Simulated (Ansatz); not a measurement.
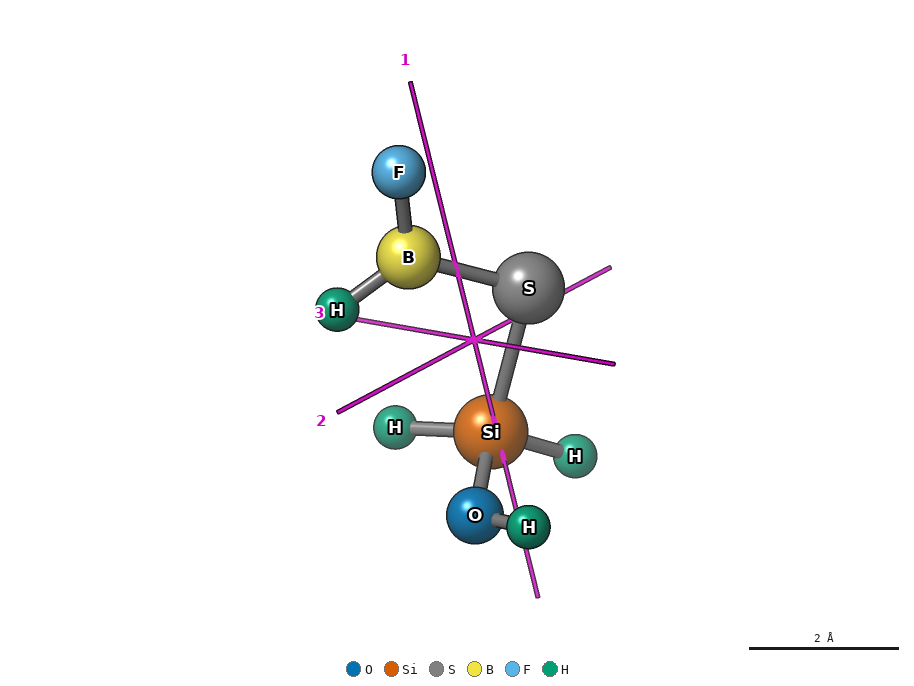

The three principal axes of inertia are drawn and numbered. Distant atoms are faded towards the background colour. Computed geometry: PBE0-D4/def2-TZVP optimisation. No frequency run is at hand to confirm it as a minimum. Masses are those of the most abundant isotopes; constants are for the rigid equilibrium geometry.

Q: Which line is the a axis (least moment of inertia), which b and which c?

A: a is line 1, b is line 2, c is line 3; the moments are 75.0, 328, 367 u Å².

Q: Classify the rotor and give the rotational constants (cm⁻¹).

A: An asymmetric top (C1): A = 0.225, B = 0.0514, C = 0.0460 cm⁻¹. Ray's parameter κ is −0.94, close to the prolate limit.
